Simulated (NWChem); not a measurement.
**SbH2 (SMILES [SbH2]) at UM06-2X/def2-SVPD (core potential)**

Aim: the vertical ionisation energy of SbH2 at UM06-2X/def2-SVPD (core potential), from 2 runs. 

The results are computed with NWChem 7.3.0.

## Step 1: Starting point

SbH2: 3 atoms, total charge 0, spin state doublet. As SMILES, `[SbH2]`. Geometry: relaxed at PBE0-D4/def2-TZVP.

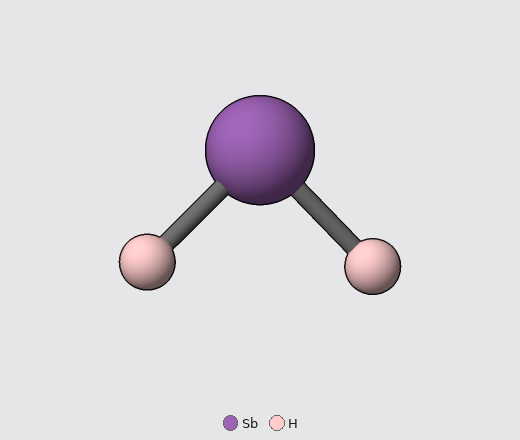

Viewed from a chosen angle; antimony purple, hydrogen pink.

## Step 2: A single-point energy at UM06-2X/def2-SVPD (core potential)

File mol.nw:

```
echo
start mol
memory stack 880 mb heap 220 mb global 1100 mb
geometry units angstroms noautosym nocenter noautoz
 Sb    0.659800   -0.346300    0.315700
 H     0.046700    1.244200    0.163200
 H    -0.717300   -0.962700   -0.492100
end
basis spherical bse
 Sb library def2-SVPD
 H library def2-SVPD
end
ecp bse
 Sb library def2-SVPD
end
dft
 xc m06-2x
 mult 2
 grid fine
 convergence energy 1e-08
 iterations 100
 mulliken
 noprint "final vectors analysis"
end
task dft energy
```

Command:

```sh
$ nwchem mol.nw > mol.out
```

Log, cut to the lines that bear on the results:

```text
[...]
          Wavefunction type:  spin polarized.
          No. of atoms     :     3
          No. of electrons :    25
[...]
          Charge           :     0
          Spin multiplicity:     2
[...]
          AO basis - number of functions:    48
[...]
              XC Information
              --------------
                       M06-2X Method XC Functional
                     Hartree-Fock (Exact) Exchange  0.540
                        M06-2X Exchange Functional  1.000
                      M06-2X Correlation Potential  1.000
[...]
 d= 0,ls=0.0,diis     1   -241.3154406111 -2.56D+02  4.02D-03  9.13D-03     0.8
[...]
 d= 0,ls=0.0,diis    11   -241.3234198473 -2.19D-09  2.86D-07  1.05D-11     6.9
[...]
         Total DFT energy =     -241.323419847251
      One electron energy =     -449.572883551821
           Coulomb energy =      213.814452557842
    Exchange-Corr. energy =      -20.006742802016
 Nuclear repulsion energy =       14.441753948744
[...]
      Total Density - Mulliken Population Analysis
     ---------------------------------------------
    Atom       Charge   Shell Charges
 -----------   ------   -------------------------------------------------------
    1 Sb  23    23.03  -0.08  2.11  1.24  0.62  0.02  3.06  2.96  1.65  1.36  9.79  0.28  0.02
    2 H    1     0.99   0.69  0.28  0.01  0.00
    3 H    1     0.99   0.69  0.28  0.01  0.00
[...]
      <S2> =      0.7582 (Exact =     0.7500)
[...]
```

It took 7.5 s on 1 thread of Intel Xeon 6975P-C (Granite Rapids), shared host; peak memory 0.11 GiB.

## Step 3: The singlet cation at the same level

File mol.nw:

```
START mol
memory 2200 mb
charge 1

GEOMETRY units bohr noautosym nocenter noautoz
   Sb   1.24684130  -0.65441216   0.59658654
   H    0.08825021   2.35119724   0.30840330
   H   -1.35550055  -1.81923934  -0.92993423
END

BASIS spherical bse
   * library def2-SVPD
END

ECP bse
   Sb library def2-SVPD
END

DFT
   xc m06-2x
   grid fine
   convergence energy 1e-08
   iterations 100
   mulliken
   noprint "final vectors analysis"
END

TASK dft
```

Command:

```sh
$ nwchem mol.nw > mol.out
```

Log, cut to the lines that bear on the results:

```text
[...]
          Wavefunction type:  closed shell.
          No. of atoms     :     3
          No. of electrons :    24
[...]
          Charge           :     1
          Spin multiplicity:     1
[...]
          AO basis - number of functions:    48
[...]
              XC Information
              --------------
                       M06-2X Method XC Functional
                     Hartree-Fock (Exact) Exchange  0.540
                        M06-2X Exchange Functional  1.000
                      M06-2X Correlation Potential  1.000
[...]
 d= 0,ls=0.0,diis     1   -240.9446901017 -2.55D+02  3.38D-02  8.59D-01     0.6
[...]
 d= 0,ls=0.0,diis     7   -241.0037040301 -9.21D-09  6.18D-07  1.33D-10     2.9
         Total DFT energy =     -241.003704030138
      One electron energy =     -442.173588785750
           Coulomb energy =      206.481541177386
    Exchange-Corr. energy =      -19.753409319041
 Nuclear repulsion energy =       14.441752897268
[...]
      Total Density - Mulliken Population Analysis
     ---------------------------------------------
    Atom       Charge   Shell Charges
 -----------   ------   -------------------------------------------------------
    1 Sb  23    22.08  -0.07  2.11  1.39  0.52 -0.02  3.04  2.97  1.41  0.65  9.81  0.27  0.01
    2 H    1     0.96   0.67  0.29  0.01 -0.01
    3 H    1     0.96   0.67  0.29  0.01 -0.01
[...]
```

Wall time 3.6 s (1 thread of Intel Xeon 6975P-C (Granite Rapids), shared host); peak memory 0.11 GiB.

## Step 4: Summary of results

Level: UM06-2X/def2-SVPD (core potential).

```
                                          quantity          value
                        doublet SbH2: total energy  -241.32342 Eh
                       doublet SbH2: dipole moment         0.29 D
                                doublet SbH2: ⟨S²⟩          0.758
                      singlet cation: total energy  -241.00370 Eh
vertical ionisation energy (to the singlet cation)       8.700 eV
```

**Reading.** The vertical ionisation energy comes to 8.70 eV (201 kcal/mol). Only the singlet of the ionised species was computed; a triplet could lie lower.
